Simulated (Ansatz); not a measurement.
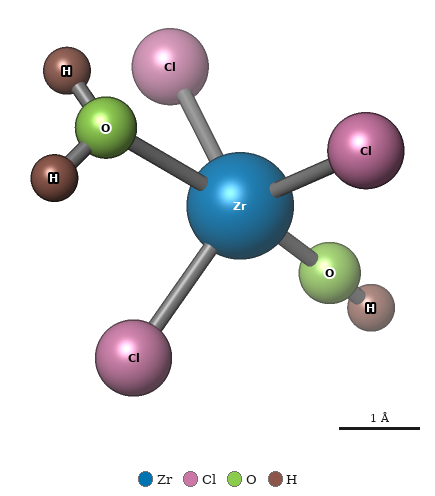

The structure as given in the input (ball-and-stick view, seen at a tilt). Sticks mark near contacts.

# ZrH3Cl3O2: nudged elastic band (part 1 of 2)

ZrH3Cl3O2, computed with RKS B3LYP/def2-SVP (Ansatz 0.2.0).

The run did not end well. It belongs to a series of runs on one base structure; here: band between the two ends.

## Input file
```yaml
crystal:
  periodic: [false, false, false]
  atoms:
    - { symbol: Zr, position_ang: [-0.037178, 0.070684, 0.262071] }
    - { symbol: Cl, position_ang: [-0.387667, -0.153871, 2.637562] }
    - { symbol: Cl, position_ang: [2.113368, -0.366653, -0.733896] }
    - { symbol: Cl, position_ang: [-1.325732, 1.745328, -0.814652] }
    - { symbol: O, position_ang: [-0.92896, -1.505138, -0.295377] }
    - { symbol: H, position_ang: [-1.342104, -2.336407, -0.542293] }
    - { symbol: O, position_ang: [1.300282, 1.828457, 1.154] }
    - { symbol: H, position_ang: [2.223139, 1.816016, 0.854627] }
    - { symbol: H, position_ang: [1.301651, 1.859785, 2.12396] }
basis:
  gaussian: { orbitals: def2-SVP }
hamiltonian:
  xc: b3lyp
neb:
  order_check: false
  images: 5
  f_tol: 0.05
  max_iterations: 60
  optimiser: fire
  climbing: true
  final_atoms:
    - { symbol: Zr, position_ang: [0.39859066, 0.33513829, -0.49113445] }
    - { symbol: Cl, position_ang: [-0.77389216, 0.65200852, 3.28512091] }
    - { symbol: Cl, position_ang: [1.89402267, -0.03324587, -2.29136572] }
    - { symbol: Cl, position_ang: [-1.2464501, 1.91408174, -1.13850194] }
    - { symbol: O, position_ang: [-0.40753428, -1.31302541, 0.0007768] }
    - { symbol: H, position_ang: [-0.84148113, -2.05016825, 0.43851998] }
    - { symbol: O, position_ang: [1.4171038, 1.0554464, 1.0053996] }
    - { symbol: H, position_ang: [2.22496918, 1.48044741, 1.31532596] }
    - { symbol: H, position_ang: [0.25147037, 0.91751817, 2.52186086] }
  initial_path:
    images:
      - { positions_ang: [[-0.037178, 0.070684, 0.262071], [-0.387667, -0.153871, 2.637562], [2.113368, -0.366653, -0.733896], [-1.325732, 1.745328, -0.814652], [-0.92896, -1.505138, -0.295377], [-1.342104, -2.336407, -0.542293], [1.300282, 1.828457, 1.154], [2.223139, 1.816016, 0.854627], [1.301651, 1.859785, 2.12396]] }
      - { positions_ang: [[-0.02376342, 0.04448696, 0.17577722], [-0.26340539, -0.09023836, 2.71596858], [2.20380101, -0.25177983, -0.76293489], [-1.27632364, 1.84205032, -0.83493818], [-0.94213059, -1.57248759, -0.41881012], [-1.37078009, -2.27778724, -0.3245095], [1.28093148, 1.84478686, 1.0122747], [2.15393501, 1.73477481, 1.0039244], [1.15453464, 1.68439507, 2.07924979]] }
      - { positions_ang: [[-0.01034883, 0.01828993, 0.08948343], [-0.13914378, -0.02660573, 2.79437516], [2.29423401, -0.13690666, -0.79197378], [-1.22691528, 1.93877265, -0.85522436], [-0.95530119, -1.63983719, -0.54224324], [-1.39945618, -2.21916747, -0.10672599], [1.26158097, 1.86111672, 0.87054941], [2.08473101, 1.65353362, 1.15322179], [1.00741828, 1.50900513, 2.03453957]] }
      - { positions_ang: [[0.00306575, -0.00790711, 0.00318965], [-0.01488217, 0.03702691, 2.87278175], [2.38466702, -0.02203349, -0.82101267], [-1.17750693, 2.03549497, -0.87551053], [-0.96847178, -1.70718678, -0.66567636], [-1.42813227, -2.16054771, 0.11105751], [1.24223045, 1.87744658, 0.72882411], [2.01552702, 1.57229243, 1.30251919], [0.86030192, 1.3336152, 1.98982936]] }
      - { positions_ang: [[0.13490739, 0.10644135, -0.16158505], [-0.2678855, 0.24202078, 3.01022813], [2.2211189, -0.02577095, -1.31113035], [-1.20048799, 1.9950239, -0.96317434], [-0.78149261, -1.57579966, -0.44352531], [-1.23258189, -2.12375456, 0.22021167], [1.30052156, 1.60344652, 0.82101594], [2.08534107, 1.54167742, 1.30678811], [0.65735807, 1.19491619, 2.16717319]] }
      - { positions_ang: [[0.26674902, 0.22078982, -0.32635975], [-0.52088883, 0.44701465, 3.14767452], [2.05757079, -0.02950841, -1.80124803], [-1.22346905, 1.95455282, -1.05083814], [-0.59451345, -1.44441254, -0.22137425], [-1.03703151, -2.0869614, 0.32936582], [1.35881268, 1.32944646, 0.91320777], [2.15515512, 1.51106241, 1.31105704], [0.45441422, 1.05621718, 2.34451703]] }
      - { positions_ang: [[0.39859066, 0.33513829, -0.49113445], [-0.77389216, 0.65200852, 3.28512091], [1.89402267, -0.03324587, -2.29136572], [-1.2464501, 1.91408174, -1.13850194], [-0.40753428, -1.31302541, 0.0007768], [-0.84148113, -2.05016825, 0.43851998], [1.4171038, 1.0554464, 1.0053996], [2.22496918, 1.48044741, 1.31532596], [0.25147037, 0.91751817, 2.52186086]] }
```

Run on 4 threads of Arm Neoverse V1, 24 GiB of memory available, shared host.

Run as:
```bash
ansatz run input.yaml --threads 4 --pin off --max-ram 5120MiB --backend cpu --events-out ev --progress --plain --runs-dir out
```

## Output
```
Engine: ansatz 0.2.0, aarch64-unknown-linux-gnu
Functional definition: B3LYP
  parameter a0 = 0.2
  parameter ax = 0.72
  parameter ac = 0.81
  exchange = (1 - a0 - ax)*slater_x + ax*b88_x + a0*exact_x
  correlation = (1 - ac)*vwn_rpa_c + ac*lyp_c
1311 factors; integrals over basis functions are off by at most 4.5e-4 eV
mean field evaluation 1: about -42977.8743 eV, gradient 7.2e1 eV
mean field evaluation 2: about -42905.4957 eV, gradient 2.0e2 eV
mean field evaluation 4: about -42986.8510 eV, gradient 1.4e1 eV
mean field evaluation 8: about -42987.2708 eV, gradient 5.0e-1 eV
mean field evaluation 16: about -42987.2715 eV, gradient 4.4e-5 eV
mean field -42987.27146111 eV, -1579.7530883766 hartree, gradient 4.4e-5 eV, S^2 0.000000; 0 other end points of the search recorded, 0 dependent functions left out
the calculation of the forces begins
reference -42987.27182327 eV, -1579.7531016859 hartree; 41, 41 occupied and 87, 87 virtual orbitals, 1311 factors
1313 factors; integrals over basis functions are off by at most 1.0e-3 eV
mean field evaluation 32: about -42986.4547 eV, gradient 7.7e-5 eV
mean field -42986.45465382 eV, -1579.7230712625 hartree, gradient 1.8e-5 eV, S^2 0.000000; 0 other end points of the search recorded, 0 dependent functions left out
[... from here on the field's lines of each further geometry are left out, up to the last ...]
NEB iter   1: max|band force component| = 1.014e1 eV/Å  barrier→ = 4.1646 eV  barrier← = 3.3478 eV  Δτ_max = 0.1733 Å  (202 SCF iters)
NEB iter   2: max|band force component| = 7.770e0 eV/Å  barrier→ = 3.2197 eV  barrier← = 2.4028 eV  Δτ_max = 0.0330 Å  (168 SCF iters)
NEB iter   3: max|band force component| = 5.764e0 eV/Å  barrier→ = 3.0235 eV  barrier← = 2.2067 eV  Δτ_max = 0.0573 Å  (157 SCF iters)
NEB iter   4: max|band force component| = 4.265e0 eV/Å  barrier→ = 2.6473 eV  barrier← = 1.8305 eV  Δτ_max = 0.0628 Å  (157 SCF iters)
NEB iter   5: max|band force component| = 4.363e0 eV/Å  barrier→ = 2.1241 eV  barrier← = 1.3073 eV  Δτ_max = 0.0046 Å  (156 SCF iters)
NEB iter   6: max|band force component| = 4.031e0 eV/Å  barrier→ = 2.0896 eV  barrier← = 1.2728 eV  Δτ_max = 0.0086 Å  (133 SCF iters)
NEB iter   7: max|band force component| = 3.911e0 eV/Å  barrier→ = 2.0221 eV  barrier← = 1.2053 eV  Δτ_max = 0.0122 Å  (153 SCF iters)
NEB iter   8: max|band force component| = 3.719e0 eV/Å  barrier→ = 1.9241 eV  barrier← = 1.1073 eV  Δτ_max = 0.0161 Å  (156 SCF iters)
NEB iter   9: max|band force component| = 3.433e0 eV/Å  barrier→ = 1.8074 eV  barrier← = 0.9906 eV  Δτ_max = 0.0198 Å  (158 SCF iters)
NEB iter  10: max|band force component| = 3.002e0 eV/Å  barrier→ = 1.7696 eV  barrier← = 0.9528 eV  Δτ_max = 0.0030 Å  (156 SCF iters)
NEB iter  11: max|band force component| = 2.938e0 eV/Å  barrier→ = 1.7631 eV  barrier← = 0.9463 eV  Δτ_max = 0.0059 Å  (112 SCF iters)
NEB iter  12: max|band force component| = 2.806e0 eV/Å  barrier→ = 1.7503 eV  barrier← = 0.9335 eV  Δτ_max = 0.0087 Å  (129 SCF iters)
NEB iter  13: max|band force component| = 2.599e0 eV/Å  barrier→ = 1.7316 eV  barrier← = 0.9148 eV  Δτ_max = 0.0113 Å  (132 SCF iters)
NEB iter  14: max|band force component| = 2.306e0 eV/Å  barrier→ = 1.7074 eV  barrier← = 0.8906 eV  Δτ_max = 0.0135 Å  (133 SCF iters)
NEB iter  15: max|band force component| = 1.921e0 eV/Å  barrier→ = 1.6786 eV  barrier← = 0.8618 eV  Δτ_max = 0.0151 Å  (139 SCF iters)
NEB iter  16: max|band force component| = 1.444e0 eV/Å  barrier→ = 1.6457 eV  barrier← = 0.8289 eV  Δτ_max = 0.0178 Å  (144 SCF iters)
NEB iter  17: max|band force component| = 1.352e0 eV/Å  barrier→ = 1.6056 eV  barrier← = 0.7888 eV  Δτ_max = 0.0196 Å  (142 SCF iters)
NEB iter  18: max|band force component| = 1.242e0 eV/Å  barrier→ = 1.5585 eV  barrier← = 0.7417 eV  Δτ_max = 0.0238 Å  (148 SCF iters)
NEB iter  19: max|band force component| = 1.596e0 eV/Å  barrier→ = 1.5050 eV  barrier← = 0.6882 eV  Δτ_max = 0.0279 Å  (152 SCF iters)
NEB iter  20: max|band force component| = 1.782e0 eV/Å  barrier→ = 1.4471 eV  barrier← = 0.6303 eV  Δτ_max = 0.0320 Å  (154 SCF iters)
NEB iter  21: max|band force component| = 1.555e0 eV/Å  barrier→ = 1.3868 eV  barrier← = 0.5700 eV  Δτ_max = 0.0362 Å  (152 SCF iters)
NEB iter  22: max|band force component| = 1.231e0 eV/Å  barrier→ = 1.3262 eV  barrier← = 0.5093 eV  Δτ_max = 0.0408 Å  (156 SCF iters)
NEB iter  23: max|band force component| = 1.228e0 eV/Å  barrier→ = 1.2669 eV  barrier← = 0.4501 eV  Δτ_max = 0.0488 Å  (156 SCF iters)
NEB iter  24: max|band force component| = 1.104e0 eV/Å  barrier→ = 1.2122 eV  barrier← = 0.3954 eV  Δτ_max = 0.0581 Å  (157 SCF iters)
NEB iter  25: max|band force component| = 1.206e0 eV/Å  barrier→ = 1.1660 eV  barrier← = 0.3492 eV  Δτ_max = 0.0656 Å  (158 SCF iters)
NEB iter  26: max|band force component| = 8.921e-1 eV/Å  barrier→ = 1.1295 eV  barrier← = 0.3127 eV  Δτ_max = 0.0703 Å  (159 SCF iters)
NEB iter  27: max|band force component| = 7.880e-1 eV/Å  barrier→ = 1.1013 eV  barrier← = 0.2845 eV  Δτ_max = 0.0712 Å  (164 SCF iters)
NEB iter  28: max|band force component| = 1.067e0 eV/Å  barrier→ = 1.0862 eV  barrier← = 0.2694 eV  Δτ_max = 0.0107 Å  (164 SCF iters)
NEB iter  29: max|band force component| = 6.144e-1 eV/Å  barrier→ = 1.0776 eV  barrier← = 0.2608 eV  Δτ_max = 0.0151 Å  (146 SCF iters)
NEB iter  30: max|band force component| = 5.432e-1 eV/Å  barrier→ = 1.0636 eV  barrier← = 0.2468 eV  Δτ_max = 0.0189 Å  (152 SCF iters)
NEB iter  31: max|band force component| = 7.662e-1 eV/Å  barrier→ = 1.0487 eV  barrier← = 0.2319 eV  Δτ_max = 0.0228 Å  (154 SCF iters)
NEB iter  32: max|band force component| = 7.219e-1 eV/Å  barrier→ = 1.0367 eV  barrier← = 0.2199 eV  Δτ_max = 0.0251 Å  (161 SCF iters)
NEB iter  33: max|band force component| = 4.485e-1 eV/Å  barrier→ = 1.0281 eV  barrier← = 0.2113 eV  CI = image 4  Δτ_max = 0.0260 Å  (161 SCF iters)
NEB iter  34: max|band force component| = 6.834e-1 eV/Å  barrier→ = 1.0266 eV  barrier← = 0.2098 eV  CI = image 4  Δτ_max = 0.0291 Å  (161 SCF iters)
NEB iter  35: max|band force component| = 6.412e-1 eV/Å  barrier→ = 1.0285 eV  barrier← = 0.2117 eV  CI = image 4  Δτ_max = 0.0337 Å  (160 SCF iters)
NEB iter  36: max|band force component| = 5.763e-1 eV/Å  barrier→ = 1.0302 eV  barrier← = 0.2134 eV  CI = image 4  Δτ_max = 0.0440 Å  (164 SCF iters)
NEB iter  37: max|band force component| = 7.511e-1 eV/Å  barrier→ = 1.0276 eV  barrier← = 0.2108 eV  CI = image 4  Δτ_max = 0.0591 Å  (159 SCF iters)
NEB iter  38: max|band force component| = 4.283e-1 eV/Å  barrier→ = 1.0197 eV  barrier← = 0.2029 eV  CI = image 4  Δτ_max = 0.0692 Å  (159 SCF iters)
NEB iter  39: max|band force component| = 5.677e-1 eV/Å  barrier→ = 1.0072 eV  barrier← = 0.1903 eV  CI = image 4  Δτ_max = 0.0810 Å  (160 SCF iters)
NEB iter  40: max|band force component| = 8.575e-1 eV/Å  barrier→ = 0.9892 eV  barrier← = 0.1724 eV  CI = image 4  Δτ_max = 0.0912 Å  (159 SCF iters)
NEB iter  41: max|band force component| = 2.065e0 eV/Å  barrier→ = 0.9748 eV  barrier← = 0.1580 eV  CI = image 4  Δτ_max = 0.0193 Å  (159 SCF iters)
NEB iter  42: max|band force component| = 2.850e-1 eV/Å  barrier→ = 0.9696 eV  barrier← = 0.1527 eV  CI = image 4  Δτ_max = 0.0026 Å  (164 SCF iters)
NEB iter  43: max|band force component| = 2.198e-1 eV/Å  barrier→ = 0.9688 eV  barrier← = 0.1520 eV  CI = image 4  Δτ_max = 0.0050 Å  (124 SCF iters)
NEB iter  44: max|band force component| = 2.199e-1 eV/Å  barrier→ = 0.9676 eV  barrier← = 0.1508 eV  CI = image 4  Δτ_max = 0.0072 Å  (129 SCF iters)
NEB iter  45: max|band force component| = 2.071e-1 eV/Å  barrier→ = 0.9663 eV  barrier← = 0.1495 eV  CI = image 4  Δτ_max = 0.0091 Å  (129 SCF iters)
NEB iter  46: max|band force component| = 1.993e-1 eV/Å  barrier→ = 0.9648 eV  barrier← = 0.1480 eV  CI = image 4  Δτ_max = 0.0112 Å  (129 SCF iters)
NEB iter  47: max|band force component| = 1.866e-1 eV/Å  barrier→ = 0.9632 eV  barrier← = 0.1464 eV  CI = image 4  Δτ_max = 0.0132 Å  (128 SCF iters)
NEB iter  48: max|band force component| = 1.675e-1 eV/Å  barrier→ = 0.9613 eV  barrier← = 0.1445 eV  CI = image 4  Δτ_max = 0.0166 Å  (133 SCF iters)
NEB iter  49: max|band force component| = 1.649e-1 eV/Å  barrier→ = 0.9594 eV  barrier← = 0.1425 eV  CI = image 4  Δτ_max = 0.0204 Å  (142 SCF iters)
NEB iter  50: max|band force component| = 1.661e-1 eV/Å  barrier→ = 0.9575 eV  barrier← = 0.1407 eV  CI = image 4  Δτ_max = 0.0249 Å  (150 SCF iters)
NEB iter  51: max|band force component| = 1.442e-1 eV/Å  barrier→ = 0.9556 eV  barrier← = 0.1388 eV  CI = image 4  Δτ_max = 0.0295 Å  (166 SCF iters)
NEB iter  52: max|band force component| = 1.465e-1 eV/Å  barrier→ = 0.9535 eV  barrier← = 0.1367 eV  CI = image 4  Δτ_max = 0.0342 Å  (166 SCF iters)
NEB iter  53: max|band force component| = 2.606e-1 eV/Å  barrier→ = 0.9518 eV  barrier← = 0.1350 eV  CI = image 4  Δτ_max = 0.0380 Å  (164 SCF iters)
NEB iter  54: max|band force component| = 4.815e-1 eV/Å  barrier→ = 0.9507 eV  barrier← = 0.1339 eV  CI = image 4  Δτ_max = 0.0147 Å  (164 SCF iters)
NEB iter  55: max|band force component| = 1.053e0 eV/Å  barrier→ = 0.9515 eV  barrier← = 0.1347 eV  CI = image 4  Δτ_max = 0.0076 Å  (159 SCF iters)
NEB iter  56: max|band force component| = 3.123e-1 eV/Å  barrier→ = 0.9501 eV  barrier← = 0.1333 eV  CI = image 4  Δτ_max = 0.0097 Å  (137 SCF iters)
NEB iter  57: max|band force component| = 6.965e-1 eV/Å  barrier→ = 0.9505 eV  barrier← = 0.1337 eV  CI = image 4  Δτ_max = 0.0013 Å  (140 SCF iters)
NEB iter  58: max|band force component| = 5.471e-1 eV/Å  barrier→ = 0.9503 eV  barrier← = 0.1335 eV  CI = image 4  Δτ_max = 0.0023 Å  (110 SCF iters)
NEB iter  59: max|band force component| = 2.854e-1 eV/Å  barrier→ = 0.9500 eV  barrier← = 0.1332 eV  CI = image 4  Δτ_max = 0.0029 Å  (113 SCF iters)
the calculation of the forces begins
reference -42986.32197678 eV, -1579.7181954709 hartree; 41, 41 occupied and 87, 87 virtual orbitals, 1313 factors
these checks for a lower state are left out or cut short: starts, cluster_reference, orbital_swaps, neighbouring_geometries, increment
1313 factors; integrals over basis functions are off by at most 9.5e-4 eV
mean field -42986.39925075 eV, -1579.7210352372 hartree, gradient 9.4e-6 eV, S^2 0.000000; 0 other end points of the search recorded, 0 dependent functions left out
the calculation of the forces begins
reference -42986.39961048 eV, -1579.7210484570 hartree; 41, 41 occupied and 87, 87 virtual orbitals, 1313 factors
NEB iter  60: max|band force component| = 8.190e-2 eV/Å  barrier→ = 0.9498 eV  barrier← = 0.1330 eV  CI = image 4  Δτ_max = 0.0026 Å  (116 SCF iters)
```
